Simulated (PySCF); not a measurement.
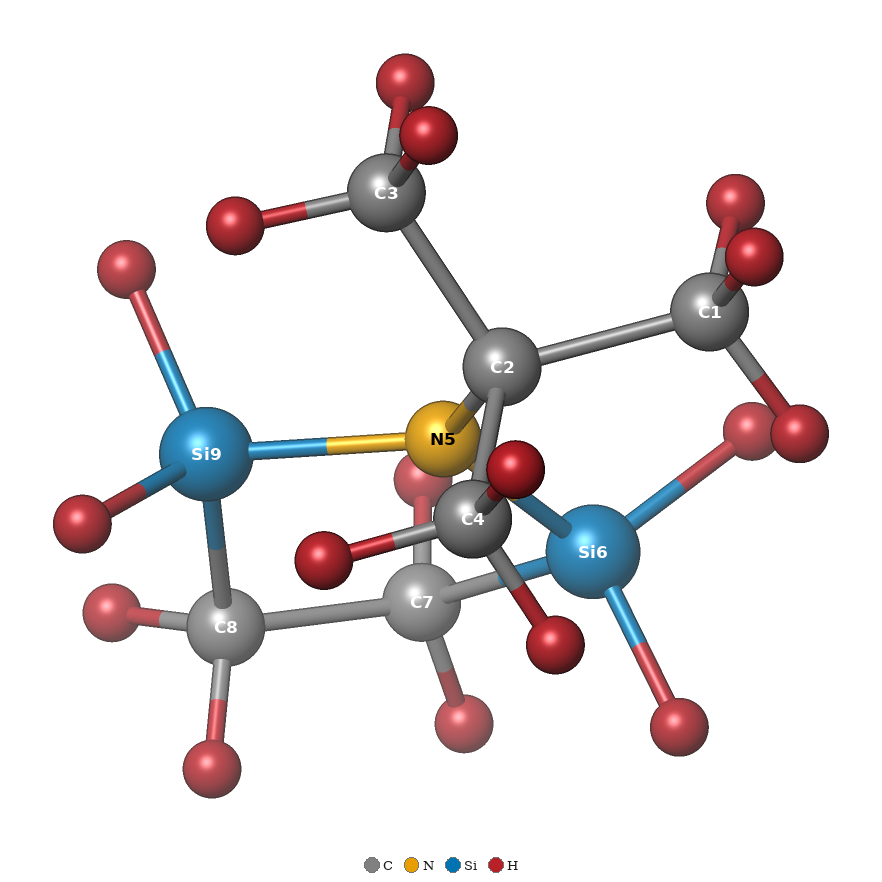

Distant atoms are faded towards the background colour. The geometry was computed by an optimisation with PBE0-D3(BJ)/def2-SVP. No frequency run is at hand to confirm it as a minimum.

How is the 5-membered ring N5–Si6–C7–C8–Si9 puckered?

It is a twist (half-chair). The Cremer–Pople amplitude Q is 0.38 Å.

Give the torsion angles round the ring, beginning with the bond from its second to its third atom.

−30°, 37°, −30°, 10°, 9°.
